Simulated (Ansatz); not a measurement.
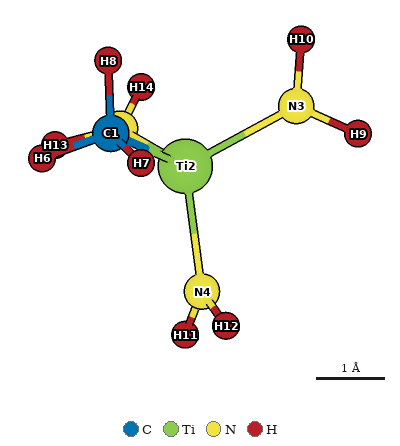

Figure 1. The structure as given in the input (ball-and-stick view, seen at a tilt; atoms are numbered from 1 in the order of the input). Sticks mark near contacts. Bond lengths as drawn: C–H 1.10 Å, C–Ti 2.09 Å, H–N 1.01 Å and N–Ti 1.89 Å.

**Molecular dynamics, with input and output: CH₉N₃Ti**

- system: CH₉N₃Ti, SMILES [CH3][Ti]([NH2])([NH2])[NH2]
- method: RKS revPBE-d3bjatm/def2-SVP (Ansatz 0.2.0)

The geometry comes from this level: PBE0-D4/def2-TZVP. Figures and captions count atoms from 1; the log counts them from 0 in places.

Input
```yaml
crystal:
  periodic: [false, false, false]
  atoms:
    - {symbol: C, position_ang: [-1.453078, 1.128708, -0.082336]}
    - {symbol: Ti, position_ang: [0.192043, -0.152368, 0.013241]}
    - {symbol: N, position_ang: [1.338511, 0.472394, 1.373545]}
    - {symbol: N, position_ang: [-0.440437, -1.883994, 0.408928]}
    - {symbol: N, position_ang: [1.055333, -0.117928, -1.662657]}
    - {symbol: H, position_ang: [-2.070433, 0.897605, -0.957114]}
    - {symbol: H, position_ang: [-2.073348, 1.025848, 0.814583]}
    - {symbol: H, position_ang: [-1.124987, 2.171072, -0.157262]}
    - {symbol: H, position_ang: [1.672139, -0.042855, 2.174871]}
    - {symbol: H, position_ang: [1.653819, 1.432391, 1.425617]}
    - {symbol: H, position_ang: [-0.284647, -2.727093, -0.123824]}
    - {symbol: H, position_ang: [-1.063531, -2.075659, 1.182717]}
    - {symbol: H, position_ang: [0.563653, -0.263947, -2.534810]}
    - {symbol: H, position_ang: [2.022062, 0.106825, -1.846599]}
basis:
  gaussian: {orbitals: def2-SVP}
hamiltonian: {xc: {name: revPBE}, dispersion: d3bjatm}
md: {timestep: 0.5 fs, n_steps: 20, ensemble: nvt_langevin, temperature: 1000, initial_velocities: maxwell_boltzmann, friction: 0.01, seed: 471}
```

Machine: 4 threads of Arm Neoverse V1, 23 GiB of memory available, shared host.

Command:
```bash
ansatz run in.yaml --threads 4 --pin off --events-out ev --progress --plain --max-ram 11315MiB
```

The program's output
```
Functional definition: revPBE
  name "revPBE"
  cite "Zhang & Yang, Phys. Rev. Lett. 80, 890 (1998) doi:10.1103/PhysRevLett.80.890"
  cite "Perdew, Burke & Ernzerhof, Phys. Rev. Lett. 77, 3865 (1996) doi:10.1103/PhysRevLett.77.3865"
  parameter kappa = 1.245
  parameter beta = 0.06672455060314922
  exchange = pbe_x(kappa = kappa, mu = beta*pi^2/3)
  correlation = pbe_c(beta = beta)
1576 factors; their error is unknown
mean field evaluation 1: about -28729.2054 eV, gradient 1.2e2 eV
mean field evaluation 2: about -28311.2480 eV, gradient 4.1e2 eV
mean field evaluation 4: about -28692.1322 eV, gradient 2.0e2 eV
mean field evaluation 8: about -28760.0444 eV, gradient 2.3e-1 eV
mean field -28760.04447174 eV, -1056.9121400781 hartree, gradient 2.1e-5 eV, S^2 0.000000; 0 other end points of the search recorded, 0 dependent functions left out
the calculation of the forces begins
reference -28760.04454465 eV, -1056.9121427574 hartree; 29, 29 occupied and 103, 103 virtual orbitals, 1576 factors
md step     0: t =     0.00 fs  T =   928.6 K  F+E_penalty+E_count = -28760.74215399 eV  E_kin = 1.680380 eV  (45 SCF iters)
these checks for a lower state are left out or cut short: starts, cluster_reference, orbital_swaps, neighbouring_geometries, increment
1576 factors; their error is unknown
mean field evaluation 16: about -28760.0368 eV, gradient 9.0e-5 eV
mean field -28760.03677808 eV, -1056.9118573413 hartree, gradient 2.1e-5 eV, S^2 0.000000; 0 other end points of the search recorded, 0 dependent functions left out
[... from here on the field's lines of each further geometry are left out, up to the last ...]
md step     1: t =     0.50 fs  T =   936.6 K  F+E_penalty+E_count = -28760.73156535 eV  E_kin = 1.694981 eV  (33 SCF iters, 3 dispersion substeps)
md step     2: t =     1.00 fs  T =   870.6 K  F+E_penalty+E_count = -28760.60789419 eV  E_kin = 1.575462 eV  (33 SCF iters, 3 dispersion substeps)
md step     3: t =     1.50 fs  T =   794.7 K  F+E_penalty+E_count = -28760.41212792 eV  E_kin = 1.438179 eV  (33 SCF iters, 3 dispersion substeps)
md step     4: t =     2.00 fs  T =   686.9 K  F+E_penalty+E_count = -28760.20406970 eV  E_kin = 1.243105 eV  (33 SCF iters, 3 dispersion substeps)
md step     5: t =     2.50 fs  T =   607.0 K  F+E_penalty+E_count = -28760.04333864 eV  E_kin = 1.098468 eV  (34 SCF iters, 3 dispersion substeps)
md step     6: t =     3.00 fs  T =   551.4 K  F+E_penalty+E_count = -28759.95710668 eV  E_kin = 0.997758 eV  (36 SCF iters, 3 dispersion substeps)
md step     7: t =     3.50 fs  T =   545.1 K  F+E_penalty+E_count = -28759.94199885 eV  E_kin = 0.986453 eV  (36 SCF iters, 3 dispersion substeps)
md step     8: t =     4.00 fs  T =   623.5 K  F+E_penalty+E_count = -28759.99255528 eV  E_kin = 1.128300 eV  (36 SCF iters, 3 dispersion substeps)
md step     9: t =     4.50 fs  T =   667.2 K  F+E_penalty+E_count = -28760.08830452 eV  E_kin = 1.207460 eV  (35 SCF iters, 3 dispersion substeps)
md step    10: t =     5.00 fs  T =   732.5 K  F+E_penalty+E_count = -28760.19504442 eV  E_kin = 1.325518 eV  (35 SCF iters, 3 dispersion substeps)
md step    11: t =     5.50 fs  T =   733.8 K  F+E_penalty+E_count = -28760.27743476 eV  E_kin = 1.327888 eV  (34 SCF iters, 3 dispersion substeps)
md step    12: t =     6.00 fs  T =   747.6 K  F+E_penalty+E_count = -28760.29586341 eV  E_kin = 1.352838 eV  (34 SCF iters, 3 dispersion substeps)
md step    13: t =     6.50 fs  T =   674.5 K  F+E_penalty+E_count = -28760.21280526 eV  E_kin = 1.220660 eV  (34 SCF iters, 3 dispersion substeps)
md step    14: t =     7.00 fs  T =   543.1 K  F+E_penalty+E_count = -28760.03588486 eV  E_kin = 0.982826 eV  (34 SCF iters, 3 dispersion substeps)
md step    15: t =     7.50 fs  T =   434.2 K  F+E_penalty+E_count = -28759.85025014 eV  E_kin = 0.785659 eV  (35 SCF iters, 3 dispersion substeps)
md step    16: t =     8.00 fs  T =   382.8 K  F+E_penalty+E_count = -28759.76264063 eV  E_kin = 0.692651 eV  (34 SCF iters, 3 dispersion substeps)
md step    17: t =     8.50 fs  T =   439.2 K  F+E_penalty+E_count = -28759.81187413 eV  E_kin = 0.794763 eV  (34 SCF iters, 3 dispersion substeps)
md step    18: t =     9.00 fs  T =   524.2 K  F+E_penalty+E_count = -28759.95493912 eV  E_kin = 0.948592 eV  (34 SCF iters, 3 dispersion substeps)
md step    19: t =     9.50 fs  T =   623.6 K  F+E_penalty+E_count = -28760.11107546 eV  E_kin = 1.128418 eV  (34 SCF iters, 3 dispersion substeps)
the calculation of the forces begins
reference -28759.52799356 eV, -1056.8931598550 hartree; 29, 29 occupied and 103, 103 virtual orbitals, 1576 factors
1576 factors; their error is unknown
mean field -28759.52791860 eV, -1056.8931571005 hartree, gradient 2.1e-5 eV, S^2 0.000000; 1 other end points of the search recorded, 0 dependent functions left out
the calculation of the forces begins
reference -28759.52799356 eV, -1056.8931598550 hartree; 29, 29 occupied and 103, 103 virtual orbitals, 1576 factors
md step    20: t =    10.00 fs  T =   653.6 K  F+E_penalty+E_count = -28760.20203551 eV  E_kin = 1.182693 eV  (24 SCF iters, 3 dispersion substeps)
```

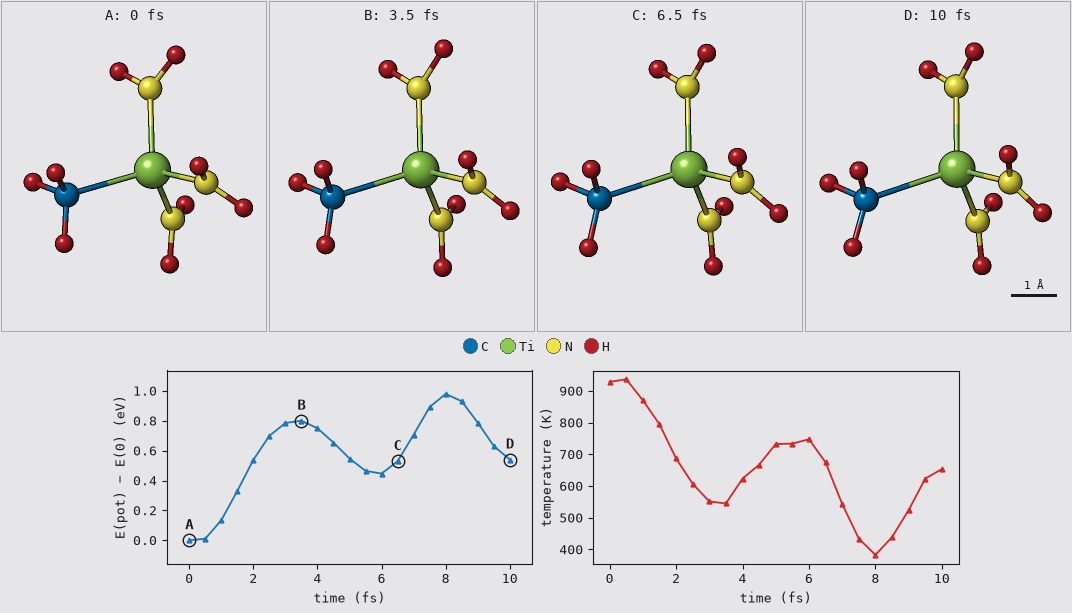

Figure 2. Frames of the molecular dynamics (ball-and-stick, seen at a tilt) above the curves, on which the letters mark them. The trajectory kept here has 21 frames over 10 fs. The temperature starts at 929 K, ranges from 383 to 937 K and averages 590 K over the second half. The potential energy ends 0.540 eV above its first value. After an unweighted best fit of the last frame on the first, the root-mean-square displacement is 0.20 Å, and H7 has moved furthest (0.37 Å).

```
Total energy: -28760.20211047 eV, -1056.9179331945 hartree
Atom 0 at    -1.637314     1.143210    -0.031058 Å, force    -0.634603    -1.537184    -0.535790 eV/Å
Atom 1 at     0.203697    -0.115023     0.022735 Å, force    -2.579287    -2.014736    -0.885614 eV/Å
Atom 2 at     1.277019     0.462994     1.371970 Å, force    -0.174329     0.252580    -0.490735 eV/Å
Atom 3 at    -0.432723    -1.949572     0.428822 Å, force     0.300407     2.231690     0.367702 eV/Å
Atom 4 at     1.118388    -0.096478    -1.663335 Å, force     0.463600     0.627502     0.742022 eV/Å
Atom 5 at    -2.235901     1.007519    -0.984119 Å, force     0.333948    -0.462343     0.356759 eV/Å
Atom 6 at    -2.424833     1.199722     0.777714 Å, force     0.772413    -0.060183    -0.155349 eV/Å
Atom 7 at    -1.215644     2.103609    -0.227394 Å, force     0.646928     1.809185     0.193435 eV/Å
Atom 8 at     1.459763    -0.013535     2.223301 Å, force     0.491004    -0.410850     1.330181 eV/Å
Atom 9 at     1.767605     1.328152     1.227842 Å, force     0.617858     0.848420     0.272514 eV/Å
Atom 10 at    -0.098990    -2.703901    -0.118670 Å, force     0.764252    -1.222761    -1.343309 eV/Å
Atom 11 at    -0.963258    -2.415962     1.161726 Å, force    -0.359469     0.393582     0.528576 eV/Å
Atom 12 at     0.678541    -0.346726    -2.547097 Å, force    -0.136934    -0.044449    -0.341799 eV/Å
Atom 13 at     2.005503     0.422258    -1.833624 Å, force    -0.505790    -0.410453    -0.038591 eV/Å
Dipole moment:     0.502572    -0.095319     0.009023 e Å
```

Trajectory as extended XYZ (Å, eV, eV/Å), 7 of the 21 frames kept, from step=0 to step=20
```
14
Properties=species:S:1:pos:R:3:forces:R:3 step=0 time_fs=0.0 energy=-28760.74215 temperature=928.6
C    -1.4531    1.1287   -0.0823    0.1962  -0.1527   0.0113
Ti    0.1920   -0.1524    0.0132    0.0432  -0.0339   0.0029
N     1.3385    0.4724    1.3735   -0.2925  -0.2715  -0.4263
N    -0.4404   -1.8840    0.4089    0.2850   0.4919  -0.1334
N     1.0553   -0.1179   -1.6627   -0.1897  -0.0667   0.5481
H    -2.0704    0.8976   -0.9571   -0.3168  -0.1259  -0.4533
H    -2.0733    1.0258    0.8146   -0.3158  -0.0560   0.4677
H    -1.1250    2.1711   -0.1573    0.1759   0.5376  -0.0409
H     1.6721   -0.0429    2.1749    0.2310  -0.3316   0.5756
H     1.6538    1.4324    1.4256    0.2049   0.6506   0.0226
H    -0.2846   -2.7271   -0.1238    0.0787  -0.5973  -0.3631
H    -1.0635   -2.0757    1.1827   -0.4199  -0.1146   0.5254
H     0.5637   -0.2639   -2.5348   -0.3445  -0.1003  -0.5807
H     2.0221    0.1068   -1.8466    0.6643   0.1704  -0.1559
14
Properties=species:S:1:pos:R:3:forces:R:3 step=3 time_fs=1.5 energy=-28760.41213 temperature=794.7
C    -1.4899    1.1246   -0.0757    2.1489   1.2910   0.7497
Ti    0.1982   -0.1475    0.0127   -0.4647  -0.2890   0.0364
N     1.3344    0.4690    1.3742    0.1743   1.4675  -0.6286
N    -0.4386   -1.8910    0.4123    0.3200  -2.5948  -1.2115
N     1.0596   -0.1179   -1.6593    2.4735   0.6993  -0.8280
H    -2.0769    0.9426   -0.9256   -1.2945  -0.5258  -1.9670
H    -2.1234    1.0486    0.7942   -0.5589  -0.0315   0.9849
H    -1.1115    2.1960   -0.1721   -0.2496  -0.6695   0.1969
H     1.6349   -0.0462    2.1831    0.3553  -0.2894   0.7883
H     1.6851    1.4647    1.3871   -0.3245  -1.0765   0.1127
H    -0.2588   -2.8240   -0.1677   -0.3748   2.3890   1.3042
H    -1.0535   -2.1805    1.1929    0.1405   0.2912  -0.1229
H     0.5839   -0.2709   -2.5592   -0.0407  -0.0100   0.0544
H     2.0945    0.1781   -1.8821   -2.3049  -0.6516   0.5306
14
Properties=species:S:1:pos:R:3:forces:R:3 step=7 time_fs=3.5 energy=-28759.94200 temperature=545.1
C    -1.5321    1.1254   -0.0633    1.9645   1.6713  -0.0854
Ti    0.2037   -0.1410    0.0135   -1.1071  -0.6558  -0.0971
N     1.3245    0.4661    1.3720    0.7771   2.0382  -0.1953
N    -0.4348   -1.9034    0.4149   -0.1751  -3.8947  -0.6253
N     1.0691   -0.1163   -1.6586    2.9057   1.0448  -1.7874
H    -2.1226    0.9746   -0.9483   -0.6662  -0.4129  -1.1673
H    -2.2146    1.0831    0.7839   -0.2560   0.0809   0.7272
H    -1.1065    2.2180   -0.2003   -0.6327  -1.4187   0.4659
H     1.5898   -0.0586    2.2043    0.2469   0.1799   0.3036
H     1.7237    1.4769    1.3352   -0.6798  -2.0128   0.3423
H    -0.2294   -2.8841   -0.1787   -0.4664   3.2633   1.5712
H    -1.0445   -2.3033    1.2079    0.9012   1.0839  -1.0586
H     0.6071   -0.2883   -2.5864    0.2482   0.1063   0.7861
H     2.1199    0.2507   -1.9083   -3.0602  -1.0739   0.8199
14
Properties=species:S:1:pos:R:3:forces:R:3 step=10 time_fs=5.0 energy=-28760.19504 temperature=732.5
C    -1.5587    1.1320   -0.0505    0.2933   0.9659  -1.2856
Ti    0.2059   -0.1357    0.0156   -1.5661  -1.0180  -0.4074
N     1.3135    0.4652    1.3687    1.1027   1.1146   0.9095
N    -0.4337   -1.9148    0.4147   -0.1906  -3.2407  -0.1840
N     1.0812   -0.1127   -1.6653    1.6906   0.7979  -1.0496
H    -2.1859    0.9816   -0.9983    0.5731  -0.1553   0.6672
H    -2.2914    1.1125    0.7929    0.3866   0.1207   0.0223
H    -1.1221    2.2019   -0.2144   -0.5961  -1.0809   0.5242
H     1.5662   -0.0755    2.2331   -0.0341   0.8655  -0.7392
H     1.7376    1.4511    1.3042   -0.5581  -1.6437   0.4539
H    -0.2200   -2.8573   -0.1460   -0.2053   2.5564   0.8590
H    -1.0237   -2.3729    1.1910    0.7869   1.4021  -0.8635
H     0.6252   -0.2980   -2.5845    0.0940   0.0575   0.5690
H     2.0649    0.2805   -1.8955   -1.7769  -0.7420   0.5241
14
Properties=species:S:1:pos:R:3:forces:R:3 step=13 time_fs=6.5 energy=-28760.21280 temperature=674.5
C    -1.5822    1.1386   -0.0420   -0.8645   0.0497  -1.6036
Ti    0.2059   -0.1294    0.0184   -1.9864  -1.4845  -0.6973
N     1.3023    0.4652    1.3656    0.7542  -0.6914   1.8226
N    -0.4346   -1.9304    0.4152   -0.2360   0.0004   0.8117
N     1.0967   -0.1063   -1.6699   -1.8349  -0.5992   0.4310
H    -2.2332    0.9860   -1.0353    1.1485  -0.0653   1.5779
H    -2.3502    1.1438    0.8043    0.8937   0.0891  -0.5160
H    -1.1429    2.1672   -0.2245   -0.3278  -0.2539   0.4597
H     1.5471   -0.0818    2.2578   -0.2082   1.2808  -1.4642
H     1.7369    1.3929    1.2707    0.1386  -0.0914   0.4342
H    -0.2146   -2.7814   -0.0901    0.6117  -0.2226  -1.0883
H    -0.9937   -2.4055    1.1646    0.1562   1.2392  -0.0097
H     0.6447   -0.3124   -2.5711   -0.1709  -0.0521   0.1499
H     1.9730    0.2940   -1.8691    1.9255   0.8011  -0.3078
14
Properties=species:S:1:pos:R:3:forces:R:3 step=17 time_fs=8.5 energy=-28759.81187 temperature=439.2
C    -1.6123    1.1447   -0.0354   -1.3649  -1.3270  -1.2102
Ti    0.2056   -0.1211    0.0215   -2.4154  -1.9091  -0.8976
N     1.2874    0.4654    1.3668   -0.1660  -1.6241   1.4223
N    -0.4338   -1.9458    0.4202   -0.6618   4.8057   2.2097
N     1.1125   -0.0990   -1.6682   -3.3867  -1.4690   1.1821
H    -2.2510    0.9972   -1.0240    1.0178  -0.2003   1.3800
H    -2.4023    1.1725    0.7960    1.0480   0.0272  -0.5398
H    -1.1831    2.1187   -0.2285    0.3300   1.2852   0.2623
H     1.4984   -0.0510    2.2502    0.0522   0.7507  -0.6644
H     1.7426    1.3348    1.2353    0.9845   1.5272   0.2441
H    -0.1764   -2.7001   -0.0631    1.9541  -4.1012  -3.5925
H    -0.9647   -2.4122    1.1456   -0.6329   0.5872   0.9939
H     0.6651   -0.3317   -2.5577   -0.2076  -0.0777  -0.0880
H     1.9387    0.3446   -1.8423    3.4489   1.7251  -0.7020
14
Properties=species:S:1:pos:R:3:forces:R:3 step=20 time_fs=10.0 energy=-28760.20204 temperature=653.6
C    -1.6373    1.1432   -0.0311   -0.6346  -1.5372  -0.5358
Ti    0.2037   -0.1150    0.0227   -2.5793  -2.0147  -0.8856
N     1.2770    0.4630    1.3720   -0.1743   0.2526  -0.4907
N    -0.4327   -1.9496    0.4288    0.3004   2.2317   0.3677
N     1.1184   -0.0965   -1.6633    0.4636   0.6275   0.7420
H    -2.2359    1.0075   -0.9841    0.3339  -0.4623   0.3568
H    -2.4248    1.1997    0.7777    0.7724  -0.0602  -0.1553
H    -1.2156    2.1036   -0.2274    0.6469   1.8092   0.1934
H     1.4598   -0.0135    2.2233    0.4910  -0.4108   1.3302
H     1.7676    1.3282    1.2278    0.6179   0.8484   0.2725
H    -0.0990   -2.7039   -0.1187    0.7643  -1.2228  -1.3433
H    -0.9633   -2.4160    1.1617   -0.3595   0.3936   0.5286
H     0.6785   -0.3467   -2.5471   -0.1369  -0.0444  -0.3418
H     2.0055    0.4223   -1.8336   -0.5058  -0.4105  -0.0386
```

Results in brief

```csv
quantity,value
outcome,finished
mean temperature over the second half,590 K
trajectory,"20 steps, 10 fs"
ensemble,nvt_langevin
temperature in the input,1000 K
time step,0.5 fs
potential energy (last step),−28760.2021 eV
mean-field energy (last step),−28759.5280 eV
dispersion energy (last step),−0.6741 eV
SCF solution under orbital rotations (last step),stable
largest force (length of the vector) (last step),3.391 eV/Å
dipole moment (last step),2.46 D
wall time,41 s (CPU time 2.5 min)
peak memory,0.21 GiB
```

Notes

So short a trajectory is not equilibrated. The logged temperature at the start can lie below the typed one, since it is counted over all degrees of freedom. The temperature stays far from the 1000 K of the thermostat over the second half: the run isn't equilibrated.
